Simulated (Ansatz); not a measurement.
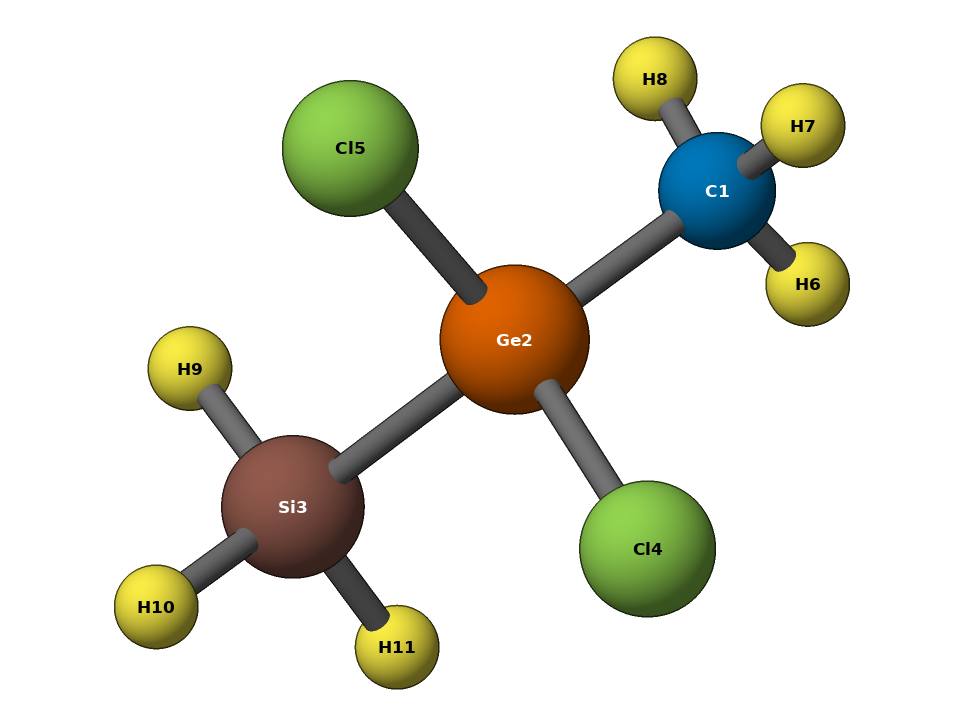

The questions are on Mulliken charges. Computed geometry: PBE-D4/def2-SVP optimisation. No frequency run is at hand to confirm it as a minimum. Properties computed with RKS PBE-D4/def2-SVP (Ansatz 0.2.0).

### Which atom carries the highest charge (most positive or least negative)?

Ge2 (0.42 e).

### And the lowest?

Cl4, Cl5 (−0.24 e).

Give the Mulliken charges atom by atom.

```
atom  value (e)
  C1      −0.23
 Ge2       0.42
 Si3       0.13
 Cl4      −0.24
 Cl5      −0.24
  H6       0.08
  H7       0.09
  H8       0.08
  H9      −0.03
 H10      −0.02
 H11      −0.03
```

Mulliken values depend strongly on the basis set and can even reverse the polarity of a bond.
